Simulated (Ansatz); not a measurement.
# Series on Li+ triflate in gamma-butyrolactone and sulfolane and fluoroethylene carbonate, by temperature

How do cells made at different temperatures differ in energy, pressure, forces, levels, charges and cost?

Computed with Ansatz 0.2.0: Kohn-Sham DFT, LDA, PAW (set soft_2). Every run is a single point, with the atoms held where the recipe put them (cutoff of the plane-wave runs 420 eV, fermi-dirac smearing of 0.05 eV).

First member: 5 gamma-butyrolactone, 7 sulfolane, 5 fluoroethylene carbonate, 2 Li+, 2 triflate placed at random, at 1.38 g/cm³; overlaps pushed apart, then 10 ps at 550 K with Joung-Cheatham ions (J. Phys. Chem. B 112, 9020 (2008)); MMFF94 bonds, angles, torsions, charges and radii (Halgren, J. Comput. Chem. 17, 490 (1996)) in harmonic and 12-6 forms; charges of ions scaled by 0.8. Snapshot after 30 ps at 290 K and fixed volume.

Last member: 5 gamma-butyrolactone, 7 sulfolane, 5 fluoroethylene carbonate, 2 Li+, 2 triflate placed at random, at 1.19 g/cm³; overlaps pushed apart, then 10 ps at 550 K with Joung-Cheatham ions (J. Phys. Chem. B 112, 9020 (2008)); MMFF94 bonds, angles, torsions, charges and radii (Halgren, J. Comput. Chem. 17, 490 (1996)) in harmonic and 12-6 forms; charges of ions scaled by 0.8. Snapshot after 30 ps at 470 K and fixed volume.

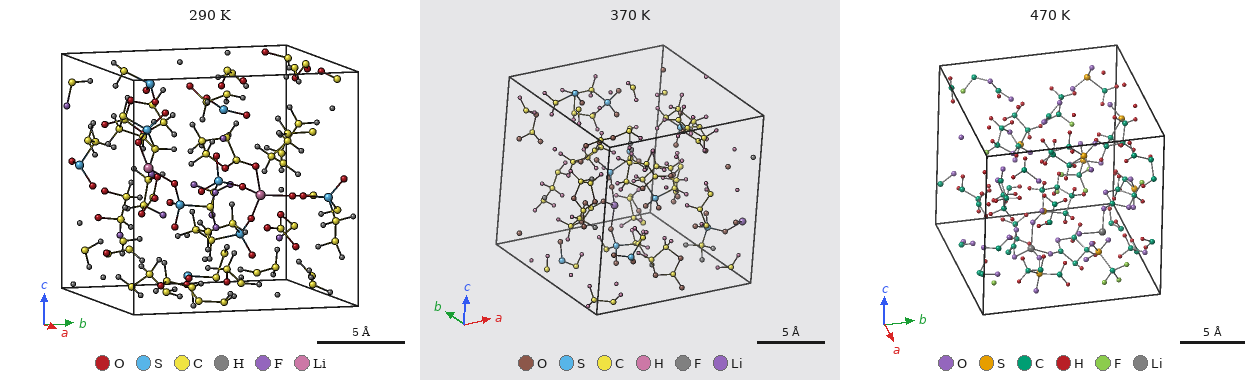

Three members of the series, labelled by temperature. Bonds to atoms that aren't drawn are left out. Some periodic images of atoms are drawn too.

The members:

| temperature (K) | reduced formula | atoms | valence electrons | k-mesh | basis | density (g/cm³) |
| --- | --- | --- | --- | --- | --- | --- |
| 290 | Li2H101C65S9O45F11 | 233 | 768 | 1×1×1 | plane waves | 1.38 |
| 330 | Li2H101C65S9O45F11 | 233 | 768 | 1×1×1 | plane waves | 1.34 |
| 370 | Li2H101C65S9O45F11 | 233 | 768 | 1×1×1 | plane waves | 1.29 |
| 410 | Li2H101C65S9O45F11 | 233 | 768 | 1×1×1 | plane waves | 1.25 |
| 470 | Li2H101C65S9O45F11 | 233 | 768 | 1×1×1 | plane waves | 1.19 |

Each cell is one sample from a classical run, so sample-to-sample scatter enters every column; pressures lack the kinetic term, and hold the strain of bonds inside molecules, whose lengths the classical model set.

The input of the first member, without its atom lines; other members have their own cell and atoms, and may differ in mesh, basis and outputs:

```yaml
crystal:
  lattice:
    - [13.65385, 0.0, 0.0]
    - [0.0, 13.65385, 0.0]
    - [0.0, 0.0, 13.65385]
  atoms:
    [... 233 lines ...]
kpoints:
  mp_grid: { grid: [1, 1, 1] }
hamiltonian:
  xc: lda
scf:
  occupations: { method: fermi_dirac, width: 0.05 }
output:
  forces: true
  stress: true
  populations: true
  dos:
    method: { smearing: { sigma: 0.08 } }
    de: 0.1
    projected: { site_lists: { C: [C], F: [F], H: [H], Li: [Li], O: [O] } }
  eigenvalues: true
  write_density: true
  write_potential: true
  volumetric_format: npy
```

Results; charges are mean Löwdin charges in e:

| temperature (K) | energy less the first member's (meV/atom) | pressure (GPa) | r.m.s. force (eV/Å) | gap (eV) | q(Li) | q(S) | q(F) |
| --- | --- | --- | --- | --- | --- | --- | --- |
| 290 | 0.0 | 0.775 | 1.000 | 3.76 | +0.72 | +2.15 | -0.23 |
| 330 | -1.4 | -0.387 | 1.03 | 3.66 | +0.74 | +2.15 | -0.24 |
| 370 | 11.3 | 0.218 | 1.13 | 3.83 | +0.75 | +2.15 | -0.24 |
| 410 | 10.7 | -0.414 | 0.993 | 3.42 | +0.74 | +2.14 | -0.23 |
| 470 | 24.9 | -0.315 | 1.16 | 3.23 | +0.74 | +2.14 | -0.24 |

The gap is that between the highest filled and lowest empty Kohn-Sham level on the run's k-points, and local or semilocal functionals tend to put gaps under measured ones. The projection misses up to 0.049 e an atom, so the charges add up to more than the cell's charge.

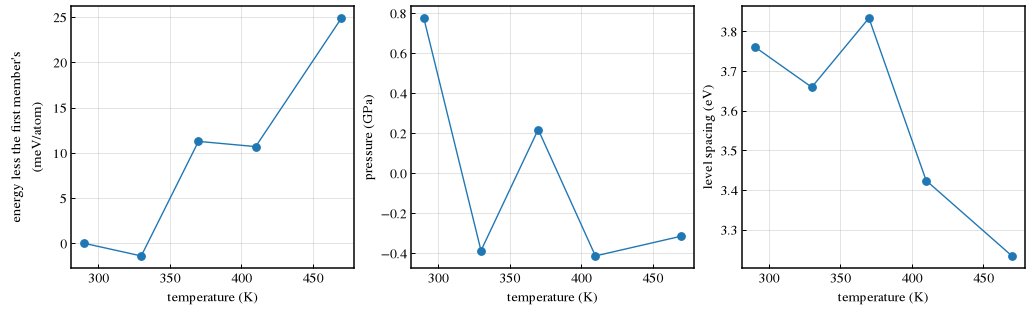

Results against temperature.

Cost on 8 threads of Arm Neoverse V1, shared host:

| temperature (K) | atoms | basis | k-mesh | SCF cycles | time | host memory (GiB) |
| --- | --- | --- | --- | --- | --- | --- |
| 290 | 233 | plane waves | 1×1×1 | 11 | 55 s | 3.9 |
| 330 | 233 | plane waves | 1×1×1 | 11 | 59 s | 4.0 |
| 370 | 233 | plane waves | 1×1×1 | 11 | 59 s | 4.1 |
| 410 | 233 | plane waves | 1×1×1 | 12 | 60 s | 4.2 |
| 470 | 233 | plane waves | 1×1×1 | 12 | 64 s | 4.4 |

Times include the outputs that each run asked for, on hosts shared with other jobs.

What the series shows: The energy against the first member is lowest at 330 K (-1.4 meV/atom) and highest at 470 K (24.9 meV/atom); each member is a single configuration. The gap is lowest at 470 K (3.23 eV) and highest at 370 K (3.83 eV); in single samples it varies with the configuration. The density spans 1.19 to 1.38 g/cm³, so the columns mix its effect with that of the temperature. The pressure is lowest at 410 K (-0.41 GPa) and highest at 290 K (0.78 GPa), with no steady trend; the recipes set unlike densities, and the bond lengths of the classical model enter the pressure too.

Caveats: The network of contacts between molecules at the start is that of the classical potential that made the cell, and needn't be the one that DFT or experiment would give. The cells aren't relaxed by DFT, which could reorder their energies. The functional has no dispersion term, which matters between molecules.

[Logs are printed without paths, hosts, clocks, repeated set-up lines and the standing remarks that a program may print on its own settings, such as how far it seeks lower states.]

[Hosts, paths, dates, database ids (printed as entryN), source tags and the programs' standing remarks are cut or masked in the printed files.]

[The MMFF94 radii named for the starting cell were scaled by 0.96; in molecules described by MMFF94, hydrogen bound to N, O or S took a small fixed 12-6 site in their place.]
